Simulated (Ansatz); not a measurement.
# BH3F− (SMILES [H][B-]([H])([H])F): B3LYP/STO-3G

What is the energy change on altering one bond length of BH3F− at B3LYP/STO-3G? 

The results are computed with Ansatz 0.2.0.

3 further runs of the same task are left out: 2 that didn't finish, 1 set aside as unsound or not needed.

### 1 The structure to begin with

The species is BH3F− (5 atoms), meant as a singlet with charge -1. As SMILES, `[H][B-]([H])([H])F`. The coordinates come from a GFN2-xTB relaxation.

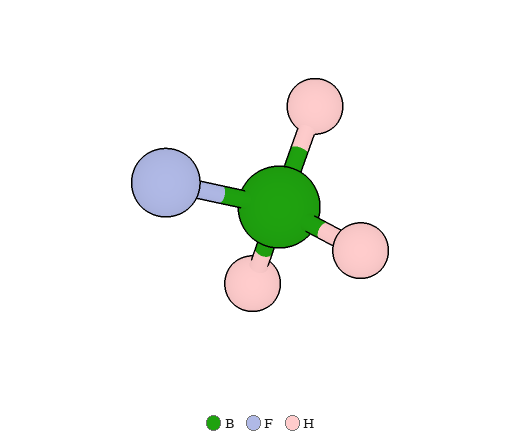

Viewed from a chosen angle; boron green, fluorine light blue, hydrogen pink.

### 2 The energy at B3LYP/STO-3G

Input file job.yaml:

```yaml
basis:
  gaussian:
    orbitals: STO-3G
crystal:
  periodic: [false, false, false]
  atoms:
    - {symbol: B, position_ang: [-0.000350, 0.000360, -0.057130]}
    - {symbol: F, position_ang: [0.012500, -0.020940, 1.389230]}
    - {symbol: H, position_ang: [1.160070, 0.011720, -0.454270]}
    - {symbol: H, position_ang: [-0.590550, 1.012650, -0.424140]}
    - {symbol: H, position_ang: [-0.581670, -1.003790, -0.453700]}
total_charge: -1
hamiltonian:
  xc: {name: B3LYP}
accuracy: high
```

Command:

```console
$ ansatz run job.yaml --threads 1 --pin off --max-ram 2610MiB --events-out events.jsonl --progress --plain --runs-dir runs
```

The program printed:

```text
Warning: RAYON_NUM_THREADS=1 ignored (pool sized by the plan → 1); use --threads N
Functional definition: B3LYP
  name "B3LYP"
  parameter a0 = 0.2
  parameter ax = 0.72
  parameter ac = 0.81
  exchange = (1 - a0 - ax)*slater_x + ax*b88_x + a0*exact_x
  correlation = (1 - ac)*vwn_rpa_c + ac*lyp_c
207 factors; integrals over basis functions are off by at most 2.4e-8 eV
mean field evaluation 1: about -3390.4330 eV, gradient 2.1e1 eV
mean field evaluation 2: about -3391.4960 eV, gradient 1.1e1 eV
mean field evaluation 4: about -3391.9615 eV, gradient 2.9e-1 eV
mean field evaluation 8: about -3391.9306 eV, gradient 8.3e-4 eV
mean field -3391.93057649 eV, -124.6511495528 hartree, gradient 4.9e-9 eV, S^2 0.000000; 0 other end points of the search recorded, 0 dependent functions left out
reference -3391.93059802 eV, -124.6511503443 hartree; 9, 9 occupied and 4, 4 virtual orbitals, 207 factors
Total energy: -3391.93059802 eV, -124.6511503443 hartree
```

Run time: 0.75 s. Hardware: 1 thread of Arm Neoverse V1, shared host.

### 3 The distorted shape at the same level

Input file job.yaml:

```yaml
crystal:
  periodic: [false, false, false]
  atoms:
    - {symbol: B, position_ang: [0.144968, 0.251377, 0.042004]}
    - {symbol: F, position_ang: [0.157818, 0.230077, 1.488364]}
    - {symbol: H, position_ang: [1.305388, 0.262737, -0.355136]}
    - {symbol: H, position_ang: [-0.445232, 1.263667, -0.325006]}
    - {symbol: H, position_ang: [-0.581670, -1.003790, -0.453700]}
basis:
  gaussian: {orbitals: STO-3G}
total_charge: -1
hamiltonian: {xc: {name: B3LYP}}
accuracy: high
```

Command:

```console
$ ansatz run job.yaml --threads 1 --pin off --max-ram 2610MiB --events-out events.jsonl --progress --plain --runs-dir runs
```

The program printed (excerpt; [...] marks lines left out):

```text
Warning: RAYON_NUM_THREADS=1 ignored (pool sized by the plan → 1); use --threads N
[... 7 set-up lines as earlier in the session ...]
207 factors; integrals over basis functions are off by at most 1.1e-8 eV
mean field evaluation 1: about -3388.3755 eV, gradient 2.7e1 eV
mean field evaluation 2: about -3389.9626 eV, gradient 1.7e1 eV
mean field evaluation 4: about -3391.1833 eV, gradient 4.3e-1 eV
mean field evaluation 8: about -3391.1381 eV, gradient 9.7e-4 eV
mean field -3391.13805457 eV, -124.6220249094 hartree, gradient 2.4e-8 eV, S^2 0.000000; 0 other end points of the search recorded, 0 dependent functions left out
reference -3391.13807655 eV, -124.6220257174 hartree; 9, 9 occupied and 4, 4 virtual orbitals, 207 factors
Total energy: -3391.13807655 eV, -124.6220257174 hartree
```

It took 0.68 s on 1 thread of Arm Neoverse V1, shared host.

### 4 Outcome

Level: B3LYP/STO-3G.

```
                                                         quantity          value
                                        first shape: total energy  -124.65115 Eh
                                    distorted shape: total energy  -124.62203 Eh
energy change with the B1–H5 bond stretched from 1.226 to 1.533 Å       0.793 eV
```

**Reading.** With the B1–H5 bond stretched from 1.226 to 1.533 Å the energy rises by 0.79 eV (76.5 kJ/mol). The first shape isn't relaxed at this level, so the change isn't measured from a minimum. The minimal basis adds a large error of its own.
